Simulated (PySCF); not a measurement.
# Si2H3F3 (SMILES F[SiH2][SiH](F)F) at 5 levels

Wanted: a comparison of 5 runs (HF/STO-3G, HF/3-21G, HF/def2-SVPD, HF/6-311+G**, PBE/cc-pVTZ) of Si2H3F3. 

The results are computed with PySCF 2.14.0.

### 1 The molecule

The species is Si2H3F3 (8 atoms), meant as a singlet with charge 0. As SMILES, `F[SiH2][SiH](F)F`. Geometry: relaxed at PBE0-D4/def2-TZVP. This is one conformer, not always the lowest.

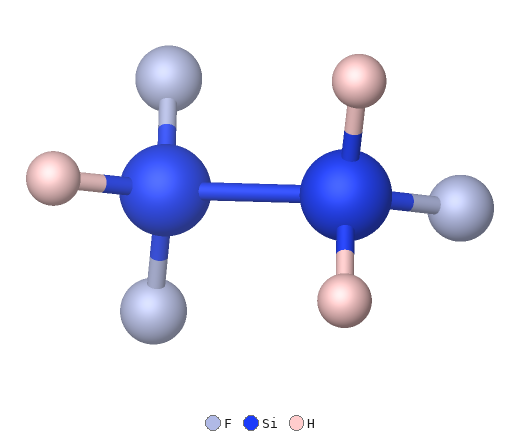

Viewed from a chosen angle; fluorine light blue, silicon blue, hydrogen pink.

### 2 Energy and gradient at HF/STO-3G (run 1)

File run.py:

```python
import pyscf.grad
from pyscf import gto, scf

mol = gto.M(
    atom='''
F       -1.752500      -0.043100       1.476300
Si      -0.254300       0.392800       1.115300
Si       0.291500      -0.342300      -1.054400
F        0.153800      -1.925100      -1.140300
F       -0.725000       0.280100      -2.108500
H       -0.160100       1.872900       1.192400
H        0.668000      -0.214800       2.108000
H        1.663600       0.013900      -1.488500
''',
    max_memory=1860,
    verbose=3,
    basis='sto-3g',
)

mf = scf.RHF(mol)
mf.conv_tol = 1e-10
mf.kernel()
if not mf.converged:
    mf = mf.newton().run(mf.mo_coeff, mf.mo_occ)

e_tot = mf.e_tot
print('E = %.10f Eh' % e_tot)
grad = mf.Gradients().kernel()
mf.analyze()
```

Command:

```console
$ OMP_NUM_THREADS=1 python run.py
```

Output:

```text
converged SCF energy = -867.122882573572
E = -867.1228825736 Eh
--------------- RHF gradients ---------------
         x                y                z
0 F     0.0215661417     0.0054715309    -0.0070368720
1 Si    -0.0492970331    -0.0140651623     0.0126155133
2 Si    -0.0344778905    -0.0294016602    -0.0355682382
3 F     0.0029557678     0.0212754282     0.0044572684
4 F     0.0136200286    -0.0055492103     0.0162105147
5 H     0.0012071098     0.0305239733    -0.0002686414
6 H     0.0189155858    -0.0141549198     0.0193077064
7 H     0.0255102898     0.0059000202    -0.0097172512
----------------------------------------------
**** MO energy ****
MO #1   energy= -68.0451130235177  occ= 2
MO #2   energy= -68.0089365314962  occ= 2
MO #3   energy= -25.8364397368812  occ= 2
MO #4   energy= -25.832599252614   occ= 2
MO #5   energy= -25.8324309939973  occ= 2
MO #6   energy= -6.03045912922542  occ= 2
MO #7   energy= -5.99618037275508  occ= 2
MO #8   energy= -4.05612529012109  occ= 2
MO #9   energy= -4.05575207697784  occ= 2
MO #10  energy= -4.05456417764514  occ= 2
MO #11  energy= -4.02194032234595  occ= 2
MO #12  energy= -4.02104927409649  occ= 2
MO #13  energy= -4.02021143848989  occ= 2
MO #14  energy= -1.46056743375631  occ= 2
MO #15  energy= -1.44253959377158  occ= 2
MO #16  energy= -1.43577431503923  occ= 2
MO #17  energy= -0.710563762629384 occ= 2
MO #18  energy= -0.633887848257956 occ= 2
MO #19  energy= -0.531678860322117 occ= 2
MO #20  energy= -0.509160659440201 occ= 2
MO #21  energy= -0.507876696980377 occ= 2
MO #22  energy= -0.491509571671743 occ= 2
MO #23  energy= -0.472660863242812 occ= 2
MO #24  energy= -0.4483892372299   occ= 2
MO #25  energy= -0.4432596286567   occ= 2
MO #26  energy= -0.421248670634196 occ= 2
MO #27  energy= -0.397967513085095 occ= 2
MO #28  energy= -0.390831515009547 occ= 2
MO #29  energy= -0.300535572147069 occ= 2
MO #30  energy= 0.367246397531949  occ= 0
MO #31  energy= 0.452751039404624  occ= 0
MO #32  energy= 0.462033175841648  occ= 0
MO #33  energy= 0.521337590478924  occ= 0
MO #34  energy= 0.549441806227103  occ= 0
MO #35  energy= 0.610404152551329  occ= 0
MO #36  energy= 0.611217425319619  occ= 0
 ** Mulliken atomic charges  **
charge of    0F =     -0.26248
charge of    1Si =      0.55735
charge of    2Si =      0.71141
charge of    3F =     -0.27694
charge of    4F =     -0.27693
charge of    5H =     -0.14601
charge of    6H =     -0.14599
charge of    7H =     -0.16040
Dipole moment(X, Y, Z, Debye):  1.54727,  0.90302,  0.65658
```

Run time: 3.3 s. Hardware: 1 thread of Intel Xeon at 2.70GHz, shared host; peak memory 0.12 GiB.

### 3 Energy and gradient at HF/3-21G (run 2)

File mol.xyz:

```xyz
8

F     -1.752500    -0.043100     1.476300
Si    -0.254300     0.392800     1.115300
Si     0.291500    -0.342300    -1.054400
F      0.153800    -1.925100    -1.140300
F     -0.725000     0.280100    -2.108500
H     -0.160100     1.872900     1.192400
H      0.668000    -0.214800     2.108000
H      1.663600     0.013900    -1.488500
```

File job.py:

```python
# F[SiH2][SiH](F)F
import pyscf.grad
from pyscf import gto, scf

mol = gto.Mole()
mol.atom = 'mol.xyz'
mol.spin = 0
mol.charge = 0
mol.max_memory = 1860
mol.verbose = 3
mol.basis = '3-21g'
mol.build()

myscf = scf.RHF(mol)
myscf.conv_tol = 1e-10
myscf.kernel()
if not myscf.converged:
    myscf = myscf.newton().run(myscf.mo_coeff, myscf.mo_occ)

etot = myscf.e_tot
print(f'total energy: {etot:.8f} hartree')
grad = myscf.Gradients().kernel()
dip = myscf.dip_moment()
pop, q = myscf.mulliken_pop()
```

Command:

```console
$ OMP_NUM_THREADS=1 python job.py
```

Output:

```text
converged SCF energy = -873.397370949957
total energy: -873.39737095 hartree
--------------- RHF gradients ---------------
         x                y                z
0 F     0.0302165009     0.0097808662    -0.0050350093
1 Si    -0.0299056150    -0.0100040261     0.0043028549
2 Si    -0.0271841625    -0.0207130834    -0.0223787604
3 F     0.0047545138     0.0288091133     0.0023253832
4 F     0.0199855982    -0.0094862440     0.0191154322
5 H    -0.0019557671     0.0029260064     0.0021393101
6 H    -0.0003483496    -0.0011581467     0.0039139747
7 H     0.0044372813    -0.0001544858    -0.0043831854
----------------------------------------------
Dipole moment(X, Y, Z, Debye):  2.79256,  1.57414,  1.05829
 ** Mulliken pop  **
pop of  0 F 1s            1.98461
pop of  0 F 2s            0.43856
pop of  0 F 3s            1.54509
pop of  0 F 2px           0.75351
pop of  0 F 2py           0.85394
pop of  0 F 2pz           0.85860
pop of  0 F 3px           0.97345
pop of  0 F 3py           1.04823
pop of  0 F 3pz           1.05324
pop of  1 Si 1s           1.99858
pop of  1 Si 2s           1.97344
pop of  1 Si 3s           0.70579
pop of  1 Si 4s           0.52493
pop of  1 Si 2px          1.95377
pop of  1 Si 2py          1.95836
pop of  1 Si 2pz          1.95842
pop of  1 Si 3px          0.39201
pop of  1 Si 3py          0.56394
pop of  1 Si 3pz          0.59793
pop of  1 Si 4px          0.05943
pop of  1 Si 4py          0.18991
pop of  1 Si 4pz          0.24002
pop of  2 Si 1s           1.99849
pop of  2 Si 2s           1.97126
pop of  2 Si 3s           0.72827
pop of  2 Si 4s           0.33269
pop of  2 Si 2px          1.95729
pop of  2 Si 2py          1.95366
pop of  2 Si 2pz          1.95743
pop of  2 Si 3px          0.50668
pop of  2 Si 3py          0.35773
pop of  2 Si 3pz          0.54009
pop of  2 Si 4px          0.13402
pop of  2 Si 4py          0.06694
pop of  2 Si 4pz          0.16124
pop of  3 F 1s            1.98466
pop of  3 F 2s            0.43852
pop of  3 F 3s            1.54463
pop of  3 F 2px           0.85908
pop of  3 F 2py           0.74516
pop of  3 F 2pz           0.86288
pop of  3 F 3px           1.05547
pop of  3 F 3py           0.96487
pop of  3 F 3pz           1.05980
pop of  4 F 1s            1.98465
pop of  4 F 2s            0.43852
pop of  4 F 3s            1.54463
pop of  4 F 2px           0.81807
pop of  4 F 2py           0.83701
pop of  4 F 2pz           0.81203
pop of  4 F 3px           1.01923
pop of  4 F 3py           1.04656
pop of  4 F 3pz           1.01434
pop of  5 H 1s            0.42623
pop of  5 H 2s            0.78213
pop of  6 H 1s            0.42626
pop of  6 H 2s            0.78209
pop of  7 H 1s            0.43225
pop of  7 H 2s            0.82938
 ** Mulliken atomic charges  **
charge of    0F =     -0.50922
charge of    1Si =      0.88346
charge of    2Si =      1.33421
charge of    3F =     -0.51506
charge of    4F =     -0.51505
charge of    5H =     -0.20837
charge of    6H =     -0.20835
charge of    7H =     -0.26163
```

Wall time 2.4 s (1 thread of Intel Xeon at 2.70GHz, shared host); peak memory 0.13 GiB.

Runs 3 to 4 aren't shown in full; the table further down has their settings and results.

### 4 Energy and forces at PBE/cc-pVTZ (run 5)

File calc.py:

```python
from pyscf import gto, dft

mol = gto.M(
    atom='''
F     -3.311745    -0.081447     2.789803
Si    -0.480557     0.742284     2.107612
Si     0.550855    -0.646853    -1.992527
F      0.290640    -3.637912    -2.154855
F     -1.370051     0.529312    -3.984488
H     -0.302545     3.539268     2.253309
H      1.262337    -0.405913     3.983543
H      3.143748     0.026267    -2.812857
''',
    charge=0,
    max_memory=1860,
    verbose=4,
    basis='cc-pvtz',
    unit='bohr',
)

mf = dft.RKS(mol)
mf.xc = 'pbe'
mf.grids.level = 5
mf.conv_tol = 1e-10
mf.kernel()
if not mf.converged:
    mf = mf.newton().run(mf.mo_coeff, mf.mo_occ)

etot = mf.e_tot
print(f'total energy: {etot:.8f} hartree')
grad = mf.nuc_grad_method().kernel()
mf.analyze()
```

Command:

```console
$ OMP_NUM_THREADS=1 python calc.py
```

Output:

```text
PySCF version 2.14.0

[... 105 lines left out ...]
MO #2   energy= -65.4718443479996  occ= 2
[... 17 lines left out ...]
MO #20  energy= -0.427878407929125 occ= 2
[... 17 lines left out ...]
MO #38  energy= 0.146796119142433  occ= 0
[... 17 lines left out ...]
MO #56  energy= 0.539606201923703  occ= 0
[... 17 lines left out ...]
MO #74  energy= 0.925540192080614  occ= 0
[... 17 lines left out ...]
MO #92  energy= 1.33826946015219   occ= 0
[... 17 lines left out ...]
MO #110 energy= 2.22023503217829   occ= 0
[... 17 lines left out ...]
MO #128 energy= 3.20018751114798   occ= 0
[... 17 lines left out ...]
MO #146 energy= 3.9414490609759    occ= 0
[... 17 lines left out ...]
MO #164 energy= 6.71005258294343   occ= 0
[... 17 lines left out ...]
MO #182 energy= 6.81068751742904   occ= 0
[... 17 lines left out ...]
MO #200 energy= 10.8409385714342   occ= 0
[... 172 lines left out ...]
pop of  5 H 3dxz          0.00002
pop of  5 H 3dx2-y2       0.00043
pop of  6 H 1s            1.07269
pop of  6 H 2s            0.00361
pop of  6 H 3s            0.00107
pop of  6 H 2px           0.00148
pop of  6 H 2py           0.00112
pop of  6 H 2pz           0.00273
pop of  6 H 3px           0.00015
pop of  6 H 3py           0.00008
pop of  6 H 3pz           0.00006
pop of  6 H 3dxy          0.00011
pop of  6 H 3dyz          0.00014
pop of  6 H 3dz^2         0.00008
pop of  6 H 3dxz          0.00027
pop of  6 H 3dx2-y2       0.00004
pop of  7 H 1s            1.10046
pop of  7 H 2s            0.00412
pop of  7 H 3s            0.00153
pop of  7 H 2px           0.00441
pop of  7 H 2py           0.00093
pop of  7 H 2pz           0.00138
pop of  7 H 3px           0.00010
pop of  7 H 3py           0.00014
pop of  7 H 3pz           0.00011
pop of  7 H 3dxy          0.00012
pop of  7 H 3dyz          0.00003
pop of  7 H 3dz^2         0.00009
pop of  7 H 3dxz          0.00024
pop of  7 H 3dx2-y2       0.00036
 ** Mulliken atomic charges  **
charge of    0F =     -0.46877
charge of    1Si =      0.62819
charge of    2Si =      1.04683
charge of    3F =     -0.46248
charge of    4F =     -0.46247
charge of    5H =     -0.08364
charge of    6H =     -0.08364
charge of    7H =     -0.11402
Dipole moment(X, Y, Z, Debye):  1.59923,  0.93743,  0.68831
```

It took 2.4 min on 1 thread of Intel Xeon at 2.70GHz, shared host; peak memory 3.2 GiB.

### 5 All runs side by side

```csv
run,level,integration grid,energy (Eh),dipole moment (D),HOMO energy (eV),LUMO energy (eV),wall time
1,HF/STO-3G,–,-867.122883,1.91,-8.18,9.99,3.3 s
2,HF/3-21G,–,-873.397371,3.38,-11.77,2.75,2.4 s
3,HF/def2-SVPD,–,-877.699566,2.82,-11.87,1.80,31 s
4,HF/6-311+G**,–,-878.204508,3.20,-11.97,1.25,38 s
5,PBE/cc-pVTZ,5,-880.042886,1.98,-7.27,-2.01,2.4 min
```

### 6 Outcome

| quantity | value |
| --- | --- |
| run 5: total energy | -880.04289 Eh |
| run 5: dipole moment | 1.98 D |
| run 5: HOMO energy | -7.27 eV |
| run 5: LUMO energy | -2.01 eV |
| run 5: HOMO–LUMO gap | 5.26 eV |
| run 5: largest force on an atom | 1.003 eV/Å |

**Reading.** The dipole moment (its size) runs from 1.91 D (HF/STO-3G) to 3.38 D (HF/3-21G). The HOMO–LUMO gap runs from 5.26 eV (PBE/cc-pVTZ) to 18.17 eV (HF/STO-3G). The two ends differ in method and basis. In run 1 the basis is minimal, so the values are rough. All runs together took 3.7 min, the longest 2.4 min.
